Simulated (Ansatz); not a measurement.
**UBHLYP/def2-SVPD run of GeNH4O (SMILES [NH][GeH2][OH])**

Aim: the vertical electron affinity of GeNH4O at UBHLYP/def2-SVPD, from 2 runs. 

Program for the calculation: Ansatz 0.2.0.

66 further runs of the same task are left out: 66 set aside as unsound or not needed.

### 1 The system as given

GeNH4O: 7 atoms, total charge 0, spin state doublet. As SMILES, `[NH][GeH2][OH]`. The shape is that of a PBE0-D4/def2-TZVP optimisation. This is one conformer, not always the lowest.

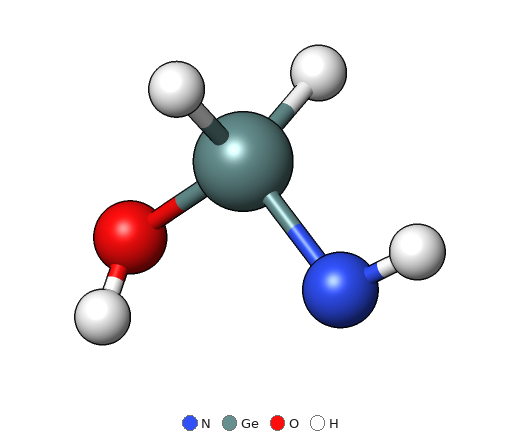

The structure, seen from a chosen angle (nitrogen blue, germanium teal, oxygen red, hydrogen white).

### 2 A single-point energy at UBHLYP/def2-SVPD

input.yaml

```yaml
basis:
  gaussian: {orbitals: def2-SVPD}
crystal:
  periodic: [false, false, false]
  atoms:
    - symbol: N
      position_ang: [-1.180000, -0.629600, -0.704300]
    - symbol: Ge
      position_ang: [0.091800, 0.357900, 0.227300]
    - symbol: O
      position_ang: [1.488100, -0.708500, 0.454200]
    - symbol: H
      position_ang: [-2.073700, -0.127300, -0.724700]
    - symbol: H
      position_ang: [0.468500, 1.575300, -0.644200]
    - symbol: H
      position_ang: [-0.348300, 0.758200, 1.642900]
    - symbol: H
      position_ang: [1.614800, -1.294000, -0.296700]
magnetization: {spin_polarized: true, initial_magnetization: 1}
hamiltonian: {xc: {name: BHLYP}}
accuracy: high
output: {orbitals: {seedname: orbitals}}
```

On the command line:

```console
ansatz run input.yaml --threads 1 --pin off --max-ram 3480MiB --events-out events.jsonl --progress --plain --runs-dir runs
```

What it wrote:

```text
Warning: RAYON_NUM_THREADS=1 ignored (pool sized by the plan → 1); use --threads N
Functional definition: BHLYP
  name "BHLYP"
  parameter a = 0.5
  exchange = (1 - a)*b88_x + a*exact_x
  correlation = lyp_c
2285 factors; integrals over basis functions are off by at most 4.7e-9 eV
mean field evaluation 1: about -60100.5467 eV, gradient 4.0e1 eV
mean field evaluation 2: about -60096.5054 eV, gradient 5.2e1 eV
mean field evaluation 4: about -60107.0894 eV, gradient 2.8e0 eV
mean field evaluation 8: about -60107.1570 eV, gradient 1.7e-1 eV
mean field evaluation 16: about -60107.1575 eV, gradient 7.1e-4 eV
mean field evaluation 32: about -60107.1575 eV, gradient 7.3e-8 eV
mean field -60107.15753898 eV, -2208.8972974627 hartree, gradient 7.3e-8 eV, S^2 0.755287; 2 other end points of the search recorded, 0 dependent functions left out
reference -60107.15756674 eV, -2208.8972984830 hartree; 26, 25 occupied and 87, 88 virtual orbitals, 2285 factors
Total energy: -60107.15756674 eV, -2208.8972984830 hartree
```

It took 22 s on 1 thread of Arm Neoverse V1, shared host; peak memory 0.55 GiB.

### 3 The singlet anion

input.yaml

```yaml
crystal:
  periodic: [false, false, false]
  atoms:
    - {symbol: "N", position_ang: [-1.180000, -0.629600, -0.704300]}
    - {symbol: Ge, position_ang: [0.091800, 0.357900, 0.227300]}
    - {symbol: O, position_ang: [1.488100, -0.708500, 0.454200]}
    - {symbol: H, position_ang: [-2.073700, -0.127300, -0.724700]}
    - {symbol: H, position_ang: [0.468500, 1.575300, -0.644200]}
    - {symbol: H, position_ang: [-0.348300, 0.758200, 1.642900]}
    - {symbol: H, position_ang: [1.614800, -1.294000, -0.296700]}
basis:
  gaussian: {orbitals: def2-SVPD}
total_charge: -1
hamiltonian: {xc: {name: BHLYP}}
accuracy: high
output: {orbitals: {seedname: orbitals}}
```

On the command line:

```console
ansatz run input.yaml --threads 1 --pin off --max-ram 3480MiB --events-out events.jsonl --progress --plain --runs-dir runs
```

What it wrote:

```text
Warning: RAYON_NUM_THREADS=1 ignored (pool sized by the plan → 1); use --threads N
[... 5 set-up lines as earlier in the session ...]
2285 factors; integrals over basis functions are off by at most 4.7e-9 eV
mean field evaluation 1: about -60104.5546 eV, gradient 4.1e1 eV
mean field evaluation 2: about -60097.8516 eV, gradient 6.6e1 eV
mean field evaluation 4: about -60108.1371 eV, gradient 3.3e0 eV
mean field evaluation 8: about -60108.3256 eV, gradient 2.0e-1 eV
mean field evaluation 16: about -60108.3258 eV, gradient 6.4e-5 eV
mean field -60108.32576879 eV, -2208.9402291165 hartree, gradient 9.8e-8 eV, S^2 0.000000; 0 other end points of the search recorded, 0 dependent functions left out
reference -60108.32579531 eV, -2208.9402300911 hartree; 26, 26 occupied and 87, 87 virtual orbitals, 2285 factors
Total energy: -60108.32579531 eV, -2208.9402300911 hartree
```

It took 12 s on 1 thread of Arm Neoverse V1, shared host; peak memory 0.41 GiB.

### 4 Outcome

Level: UBHLYP/def2-SVPD.

```
                                                            quantity           value
                                        doublet GeNH4O: total energy  -2208.89730 Eh
                  doublet GeNH4O: HOMO energy (highest over α and β)        -9.51 eV
                   doublet GeNH4O: LUMO energy (lowest over α and β)        -1.95 eV
                                                doublet GeNH4O: ⟨S²⟩           0.755
                                         singlet anion: total energy  -2208.94023 Eh
                                          singlet anion: HOMO energy        -0.69 eV
                                          singlet anion: LUMO energy         4.97 eV
singlet anion: HOMO–LUMO gap (to an unbound level, set by the basis)         5.67 eV
                   vertical electron affinity (to the singlet anion)        1.168 eV
```

At fixed nuclei the extra electron is bound by 1.17 eV (27 kcal/mol).
